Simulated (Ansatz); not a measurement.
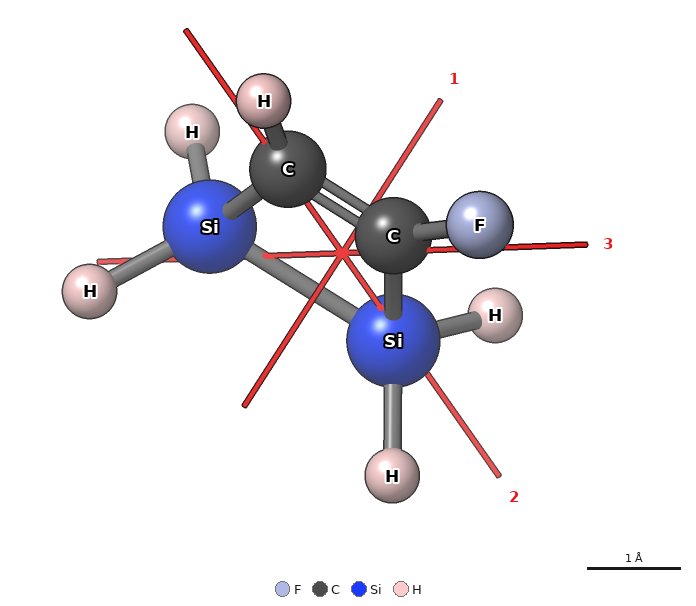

The three principal axes of inertia are drawn and numbered. Depth is shown by fading: the farther an atom, the more it takes the colour of the background. The computed structure is the end point of a PBE0-D4/def2-TZVP optimisation. No frequency run is at hand to confirm it as a minimum. Masses are those of the most abundant isotopes; constants are for the rigid equilibrium geometry.

> Which line is the a axis (least moment of inertia), which b and which c?

a is line 3, b is line 2, c is line 1; the moments are 101, 196, 285 u Å².

> Classify the rotor and give the rotational constants (cm⁻¹).

An asymmetric top (Cs): A = 0.167, B = 0.0860, C = 0.0590 cm⁻¹. Ray's parameter κ is −0.50, nearer the prolate limit.
